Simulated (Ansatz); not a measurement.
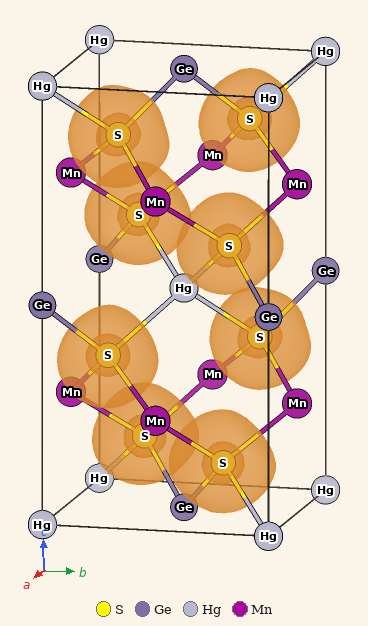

Figure. Mn$_{2}$HgGeS$_{4}$. Isosurface of the electron localisation function at 0.65 (orange), seen slightly off an axis. Core shells are left out. Sticks mark near contacts.

Space group I-42m; built by placing these elements on a known structure type; not relaxed (largest force 0.9 eV/Å); computed pressure about 11 GPa in this cell; Hubbard U of 1.89 eV on Mn d only; site moments Mn: +4.0 μB (×2) and −4.0 μB (×2) in one cell of 16 atoms (antiferromagnetic in this solution, which needn't be the ground state, with every nearest magnetic neighbour opposed); spin-polarised.

Level of theory: DFT, PAW plane waves, r2SCAN+U (Ansatz 0.2.0).

In a PAW calculation such maps are meaningful between the atoms, not at the nuclei.

Question: Identify the bonds, lone pairs and shells in this picture.

Answer: At this value the surface marks out eight regions on S in which the atom's valence shell and bonds are merged, counted in one cell of 16 atoms. Any copies at cell faces, edges or corners count once.

Values along the shortest contacts:
Ge–S (2.30 Å): the ELF peaks at about 0.85 in the valence shell of S, 0.8 Å from its nucleus, and is about 0.65 at the midpoint. Mn–S (2.33 Å): the ELF peaks at about 0.90 in the valence shell of S, 0.8 Å from its nucleus, and is about 0.45 at the midpoint.
